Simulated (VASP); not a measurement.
Band structure of BP (space group P-6m2). These are PBE GGA, VASP's PBE PAW potentials (set 64) (plane waves; VASP 6.6.1) values and carry that method's errors.

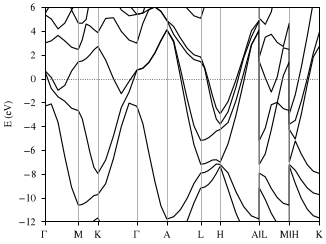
*Bands along high-symmetry lines, zero at the valence-band maximum or, without a gap, the Fermi level*

**Question.** Read the plot: is there a gap, and where are the band edges?

**Answer.** It has no gap at this level: it comes out as a metal or semimetal.

The structure was generated: BP was put into an ordered model structure, which need not be its known phase. The cell was not relaxed at this level.
